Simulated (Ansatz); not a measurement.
**CH₁₂O₈: geometry relaxation (part 3 of 3)**

Continued. System: CH₁₂O₈ (disordered cell, 21 atoms in the cell). Method: DFT PBEsol, scalar-relativistic, plane waves, PAW, no spin polarisation (Ansatz 0.2.0); cutoff 420 eV, 1×1×1 k-mesh, Fermi–Dirac smearing of 0.02 eV. The run did not end well. It belongs to a series of runs on one base structure; here: start relaxed.

Geometry of the input (Å; fractional positions):
```
6.2658  0.0000  0.0000
0.0000  6.2658  0.0000
0.0000  0.0000  6.2658
O  0.8333  0.8640  0.9044
H  0.8475  0.8123  0.7595
H  0.8965  0.7521  0.9904
O  0.4274  0.2069  0.9485
H  0.5206  0.3256  0.9149
H  0.4301  0.1198  0.8209
O  0.6511  0.2039  0.2839
H  0.6977  0.3489  0.2581
H  0.7778  0.1326  0.3364
O  0.7026  0.2798  0.6580
H  0.7745  0.2964  0.7938
H  0.7971  0.3486  0.5569
O  0.7235  0.7083  0.3213
H  0.7843  0.6351  0.1995
H  0.5748  0.7271  0.2831
O  0.2497  0.4588  0.3687
H  0.2328  0.5855  0.2817
H  0.2745  0.3459  0.2661
C  0.2966  0.9782  0.4786
O  0.4712  0.9268  0.5262
O  0.1221  1.0297  0.4310
```

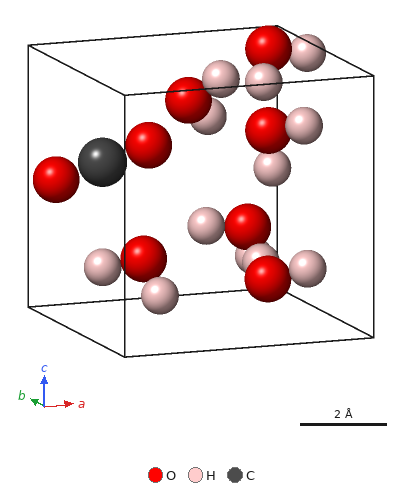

*The geometry at step 11 of the log (spheres-only view of the cell of the calculation, seen slightly off an axis).*

## Trajectory as extended XYZ, continued
```
21
Lattice="6.2658 0.0000 0.0000 0.0000 6.2658 0.0000 0.0000 0.0000 6.2658" Properties=species:S:1:pos:R:3:forces:R:3 step=7 energy=-4921.49353
O     5.3671    5.2041    5.7243    0.2493  -0.3953  -0.2748
H     5.0464    4.7825    4.8860    0.2210   0.0834   0.6574
H     6.2997    4.9099    5.7933   -0.4035   0.1323  -0.2076
O     2.1913    1.6230    5.7004    0.4492  -0.9422   0.0271
H     2.9541    2.1522    5.3581   -0.0895  -0.2903  -0.0897
H     2.6109    0.7159    5.7648   -0.3782   1.2528   0.1493
O     4.0946    1.0977    1.4864    0.0575  -0.2020   0.0888
H     4.1417    2.0502    1.7097   -0.0343   0.1565  -0.0556
H     4.8148    0.7127    2.0190   -0.1031  -0.0081  -0.1407
O     4.6677    2.3094    4.4998    0.8587   0.1316  -0.5943
H     5.3488    1.7178    4.8901   -0.3610   0.2200  -0.0232
H     5.0706    2.5989    3.6353   -0.5110  -0.0883   0.5983
O     4.6543    3.9127    2.0639   -0.3208   0.1585   0.0276
H     4.8179    4.2337    1.1466    0.0307   0.0830  -0.0105
H     3.7793    4.2999    2.2902    0.3026  -0.3071  -0.0260
O     1.6285    3.0020    1.9053   -0.3511   0.6507  -0.5397
H     1.1206    3.6518    1.3612    0.3094  -0.6382   0.5262
H     1.8498    2.3076    1.2387    0.0734   0.0627  -0.1599
C     1.7591    6.0705    3.2800    0.0514   0.1216  -0.0084
O     2.7321    5.5936    3.7322   -0.4019   0.0830  -0.1171
O     0.7774    6.5181    2.8309    0.3522  -0.2634   0.1719
21
Lattice="6.2658 0.0000 0.0000 0.0000 6.2658 0.0000 0.0000 0.0000 6.2658" Properties=species:S:1:pos:R:3:forces:R:3 step=8 energy=-4921.73170
O     5.4043    5.1597    5.7756    0.0929  -0.3261  -0.1755
H     5.0087    4.6636    5.0149    0.2706   0.0472   0.5165
H     6.3559    4.9383    5.7320   -0.3158   0.0578  -0.1059
O     2.1882    1.6269    5.6685    0.5574  -0.9711   0.3418
H     2.9434    2.1281    5.2705   -0.0724  -0.2421  -0.0695
H     2.6500    0.7791    5.9450   -0.4288   1.2232  -0.1485
O     4.0428    1.0723    1.4922    0.1296   0.0262   0.1046
H     4.1364    2.0382    1.6575   -0.0397  -0.0200  -0.0714
H     4.8101    0.6962    1.9642   -0.1615  -0.0376  -0.1649
O     4.6835    2.4045    4.5132    0.6184   0.0893  -0.4476
H     5.3349    1.7628    4.8672   -0.2696   0.1809   0.0386
H     5.0480    2.6434    3.6225   -0.4087   0.0201   0.3670
O     4.6627    3.8934    2.0568   -0.1573  -0.0351   0.0904
H     4.8224    4.2749    1.1629    0.1025   0.1050  -0.1257
H     3.7670    4.2085    2.2947    0.0801  -0.1736  -0.0303
O     1.6908    3.0481    1.8461   -0.8450   0.8449  -0.6563
H     0.9973    3.6096    1.3956    0.8039  -0.8209   0.6772
H     1.8995    2.3813    1.1464    0.0305   0.0805  -0.1791
C     1.7638    6.0554    3.2956    0.1770   0.0604   0.0573
O     2.7248    5.5694    3.7574   -0.2613   0.0176  -0.0780
O     0.7923    6.5101    2.8372    0.0974  -0.1256   0.0585
21
Lattice="6.2658 0.0000 0.0000 0.0000 6.2658 0.0000 0.0000 0.0000 6.2658" Properties=species:S:1:pos:R:3:forces:R:3 step=9 energy=-4921.97730
O     5.4285    5.0999    5.8381    0.2287  -0.2051   0.0020
H     5.0136    4.5239    5.1513    0.2242  -0.1042   0.2628
H     6.3915    4.9721    5.7087   -0.4108   0.0303   0.0035
O     2.2031    1.6190    5.6652    0.5188  -0.6022   0.3125
H     2.9303    2.0974    5.1900   -0.1193  -0.1925   0.0459
H     2.7139    0.8735    6.0905   -0.3040   0.8189  -0.2027
O     4.0100    1.0663    1.4671    0.1876   0.1010   0.1557
H     4.1482    2.0290    1.6355   -0.0631  -0.0597  -0.1204
H     4.7835    0.6578    1.9012   -0.1688  -0.0684  -0.1890
O     4.6939    2.5088    4.5219    0.3698   0.0082  -0.3349
H     5.3099    1.8222    4.8492   -0.1805   0.1565   0.0718
H     4.9914    2.6738    3.5936   -0.2804   0.1556   0.2396
O     4.6629    3.8615    2.0507   -0.1224  -0.0805   0.0702
H     4.8540    4.2929    1.1825    0.1280   0.0539  -0.1314
H     3.7449    4.1268    2.2591   -0.0058  -0.1029  -0.0337
O     1.7346    3.1171    1.7769   -1.1506   0.7291  -0.4937
H     0.9010    3.5661    1.4496    1.1104  -0.6849   0.5504
H     1.9154    2.4641    1.0562    0.0338   0.0751  -0.2249
C     1.7697    6.0416    3.3087    0.2011   0.0059   0.0704
O     2.7186    5.5402    3.7744   -0.1577  -0.0003  -0.0584
O     0.8077    6.5102    2.8457   -0.0375  -0.0327   0.0027
21
Lattice="6.2658 0.0000 0.0000 0.0000 6.2658 0.0000 0.0000 0.0000 6.2658" Properties=species:S:1:pos:R:3:forces:R:3 step=10 energy=-4922.19342
O     5.4352    5.0340    5.8926    0.2408  -0.1886   0.0654
H     5.0611    4.3710    5.2591    0.1494  -0.1354   0.1257
H     6.4015    4.9973    5.7367   -0.3580   0.0154   0.0624
O     2.2180    1.5987    5.6633    0.4622  -0.2898   0.3375
H     2.9210    2.0734    5.1500   -0.1344  -0.1540   0.0599
H     2.7722    0.9681    6.2020   -0.2110   0.4952  -0.2061
O     3.9753    1.0614    1.4721    0.3208   0.1003   0.1160
H     4.1675    2.0235    1.5978   -0.0886  -0.0865  -0.0349
H     4.7796    0.6287    1.8243   -0.2789  -0.0212  -0.2195
O     4.6847    2.5796    4.5304    0.2414   0.0552  -0.1160
H     5.2942    1.8798    4.8359   -0.1107   0.1010   0.0363
H     4.9467    2.7500    3.5945   -0.2047   0.1754   0.0527
O     4.6462    3.8305    2.0460   -0.1449  -0.1070   0.0238
H     4.8832    4.2804    1.1938    0.1173   0.0441  -0.0767
H     3.7111    4.0735    2.2069    0.0064  -0.0828  -0.0376
O     1.7453    3.1540    1.7206   -0.7106   0.4127  -0.2955
H     0.8692    3.5473    1.4894    0.7168  -0.3705   0.2776
H     1.9187    2.5446    0.9576   -0.0135   0.0567  -0.1733
C     1.7707    6.0342    3.3137    0.2010  -0.0224   0.0693
O     2.7136    5.5201    3.7749   -0.1320  -0.0013  -0.0603
O     0.8117    6.5141    2.8544   -0.0694   0.0019  -0.0062
21
Lattice="6.2658 0.0000 0.0000 0.0000 6.2658 0.0000 0.0000 0.0000 6.2658" Properties=species:S:1:pos:R:3:forces:R:3 step=11 energy=-4922.42229
O     5.5214    4.9172    6.0286    0.2441  -0.1694   0.0788
H     5.1422    4.2504    5.3898    0.1590  -0.1313   0.1062
H     6.4866    4.9052    5.8600   -0.3759   0.0196   0.0571
O     2.2382    1.6304    5.6693    0.4463  -0.2611   0.4062
H     2.9154    2.1281    5.1452   -0.0649  -0.1508   0.0586
H     2.8287    1.0551    6.2446   -0.2550   0.4807  -0.2988
O     4.0042    1.0374    1.3753    0.4285   0.1003   0.1829
H     4.1970    1.9902    1.5800   -0.0782  -0.1417  -0.0572
H     4.8243    0.5749    1.6498   -0.3811   0.0495  -0.2489
O     4.6618    2.6973    4.5633    0.2897  -0.0464  -0.0578
H     5.2684    1.9587    4.7747   -0.1595   0.1664   0.0190
H     4.8447    2.9209    3.6143   -0.1820   0.1828  -0.0293
O     4.5472    3.7498    2.0632   -0.2604  -0.0093  -0.0384
H     4.8859    4.2331    1.2561    0.0477  -0.0779   0.0935
H     3.5876    3.9657    2.1179    0.1219  -0.1044  -0.0822
O     1.7270    3.2231    1.6063   -0.5163   0.3962  -0.1703
H     0.8469    3.6101    1.3988    0.5814  -0.2916   0.1903
H     1.9054    2.6265    0.8291   -0.0368  -0.0198  -0.1947
C     1.7704    6.0074    3.3834    0.0081   0.0610  -0.0183
O     2.7481    5.5331    3.8095   -0.0989  -0.0264  -0.0206
O     0.7754    6.4495    2.9570    0.0823  -0.0281   0.0246
21
Lattice="6.2658 0.0000 0.0000 0.0000 6.2658 0.0000 0.0000 0.0000 6.2658" Properties=species:S:1:pos:R:3:forces:R:3 step=12 energy=-4922.63222
O     5.5490    4.8038    6.1515    0.5046  -0.0496   0.0368
H     5.2273    4.1129    5.4984   -0.0240  -0.1031  -0.0103
H     6.5021    4.9245    5.9432   -0.4682  -0.0441   0.1883
O     2.2711    1.6549    5.6967    0.1113  -0.0626   0.0707
H     2.9384    2.1200    5.1349   -0.0447  -0.0018   0.0555
H     2.8726    1.1336    6.3004   -0.0285   0.1445  -0.0443
O     4.0003    1.0366    1.3442    0.5490  -0.1218   0.1746
H     4.2303    1.9728    1.5887   -0.0972  -0.0562  -0.0130
H     4.8234    0.5289    1.5138   -0.4578   0.1287  -0.2260
O     4.6678    2.7710    4.5814    0.3438  -0.2121  -0.0388
H     5.2628    2.0008    4.7061   -0.2185   0.2753  -0.0532
H     4.7526    3.0332    3.6182   -0.1417   0.1484   0.0369
O     4.4627    3.6814    2.0900   -0.1686   0.1148  -0.1820
H     4.9044    4.1655    1.3239   -0.1436  -0.1495   0.2575
H     3.4954    3.8942    2.0319    0.2131  -0.1579  -0.0489
O     1.7681    3.3224    1.4967   -0.6459   0.2518  -0.1525
H     0.8311    3.6048    1.4109    0.6260  -0.1256   0.0983
H     1.8920    2.6970    0.7231    0.0970  -0.0052  -0.1429
C     1.7648    6.0124    3.3881    0.0247   0.0334  -0.0387
O     2.7295    5.5188    3.8199   -0.1089   0.0098  -0.0072
O     0.7811    6.4745    2.9542    0.0783  -0.0173   0.0392
21
Lattice="6.2658 0.0000 0.0000 0.0000 6.2658 0.0000 0.0000 0.0000 6.2658" Properties=species:S:1:pos:R:3:forces:R:3 step=13 energy=-4922.80907
O     5.6165    4.7563    6.3199    0.3713  -0.0134  -0.0027
H     5.2987    4.1056    5.6182   -0.0631  -0.0754  -0.0284
H     6.5434    4.9675    6.0772   -0.3427  -0.0544   0.1556
O     2.3213    1.6907    5.6877    0.0499  -0.0622   0.0169
H     2.9923    2.1744    5.1480    0.0040   0.0162   0.0097
H     2.9226    1.1773    6.3052   -0.0311   0.0908  -0.0489
O     4.0175    0.9628    1.2889    0.4981  -0.1042   0.1598
H     4.2621    1.8754    1.6040   -0.0836  -0.0942  -0.0245
H     4.8403    0.4310    1.3402   -0.4130   0.1320  -0.1797
O     4.7057    2.8670    4.6293    0.3126  -0.2086  -0.0303
H     5.2857    2.0787    4.6824   -0.1862   0.2733  -0.0231
H     4.6939    3.1353    3.6530   -0.0834   0.0944   0.1093
O     4.3786    3.5645    2.1505   -0.0580   0.1381  -0.2592
H     4.8705    4.0872    1.4472   -0.1635  -0.1827   0.3094
H     3.4124    3.7645    2.0258    0.0558  -0.0964  -0.0784
O     1.7713    3.4301    1.3312   -0.3648   0.2457  -0.0209
H     0.8345    3.7040    1.2460    0.3938  -0.0783   0.0626
H     1.9048    2.7611    0.5890    0.0806  -0.0317  -0.1173
C     1.6912    5.9867    3.3909    0.1394  -0.0376  -0.0039
O     2.6331    5.4826    3.8554   -0.0002  -0.0463   0.0441
O     0.7304    6.4617    2.9260   -0.1160   0.0939  -0.0493
21
Lattice="6.2658 0.0000 0.0000 0.0000 6.2658 0.0000 0.0000 0.0000 6.2658" Properties=species:S:1:pos:R:3:forces:R:3 step=14 energy=-4922.92788
O     5.6361    4.6872    6.4464    0.1362   0.1042  -0.0704
H     5.3007    4.0845    5.7033   -0.0249  -0.0772   0.0364
H     6.5339    4.9619    6.1737   -0.1556  -0.0297   0.1055
O     2.3453    1.7252    5.6711    0.0123   0.0135  -0.0348
H     3.0247    2.2075    5.1409    0.0225   0.0093   0.0061
H     2.9398    1.2253    6.3087   -0.0014  -0.0002   0.0008
O     4.0097    0.9053    1.2622    0.5667  -0.2453   0.0504
H     4.2745    1.7930    1.6299   -0.0456  -0.1100  -0.0604
H     4.8297    0.3675    1.1576   -0.5519   0.2387  -0.0399
O     4.7336    2.9224    4.6710    0.1936   0.0278  -0.1859
H     5.3287    2.1466    4.6356   -0.1471   0.2474  -0.0263
H     4.6302    3.2404    3.7029   -0.0305  -0.1811   0.1922
O     4.2937    3.4726    2.1909    0.1051   0.0766  -0.0804
H     4.8356    4.0159    1.5515   -0.1726  -0.1183   0.1748
H     3.3355    3.6736    1.9961   -0.0642  -0.0396  -0.0647
O     1.8040    3.5447    1.2132   -0.1954   0.0931  -0.0723
H     0.8444    3.7390    1.2076    0.2874  -0.0704   0.0546
H     1.9324    2.8388    0.4940    0.0348   0.0328   0.0039
C     1.7056    5.9796    3.3861    0.0181   0.0293  -0.0557
O     2.6094    5.4248    3.8728   -0.1654   0.0672  -0.0352
O     0.7793    6.5085    2.9006    0.1779  -0.0707   0.1033
21
Lattice="6.2658 0.0000 0.0000 0.0000 6.2658 0.0000 0.0000 0.0000 6.2658" Properties=species:S:1:pos:R:3:forces:R:3 step=15 energy=-4923.01737
O     5.6125    4.7069    6.5347   -0.0710   0.0204  -0.1024
H     5.3107    4.1023    5.7731   -0.0426   0.0979   0.0370
H     6.5069    5.0068    6.2877    0.0147  -0.0232   0.0707
O     2.3784    1.7664    5.6359    0.0678   0.0279  -0.0175
H     3.0943    2.2337    5.1391   -0.0194   0.0243   0.0135
H     2.9325    1.2431    6.2952   -0.0106  -0.0252  -0.0030
O     3.9671    0.8213    1.2393    0.3753  -0.0376   0.0208
H     4.2914    1.6917    1.6048   -0.1085  -0.2225  -0.0843
H     4.7422    0.2529    1.0286   -0.3377   0.1115   0.0131
O     4.7800    2.9968    4.6894    0.0159   0.0654  -0.2105
H     5.3802    2.2315    4.6443    0.0007   0.0602  -0.0258
H     4.5934    3.2523    3.7103    0.0387  -0.0974   0.2226
O     4.2339    3.3771    2.2020    0.1569   0.0172   0.0324
H     4.7799    3.9660    1.6134   -0.1477  -0.0947   0.1015
H     3.2741    3.5673    1.9807   -0.0721   0.0235  -0.0900
O     1.8435    3.6429    1.1063   -0.5242   0.0577  -0.0008
H     0.8663    3.7257    1.2082    0.5817  -0.0783   0.0505
H     1.9682    2.9049    0.4150    0.0468   0.0402  -0.0323
C     1.7322    5.9996    3.4016    0.0031   0.0534  -0.0500
O     2.5885    5.3956    3.9179   -0.2356   0.1310  -0.1106
O     0.8506    6.5792    2.8885    0.2678  -0.1518   0.1652
```

## Outcome

- outcome: not converged
- hardware: 1 thread of Arm Neoverse V2, 24 GiB of memory available, shared host
- wall time: 21 s
- peak memory: 0.33 GiB

## What went wrong

The run did not converge: “geometry relaxation did not converge after 15 steps: max|allowed force component| = 5.82e-1 eV/Å (threshold 3.0e-1). Raise `relax.max_steps` over both its present limit and 15, loosen `relax.f_tol`, or start from a geometry closer to equilibrium …” Its last values are not results. The input asks for low accuracy.
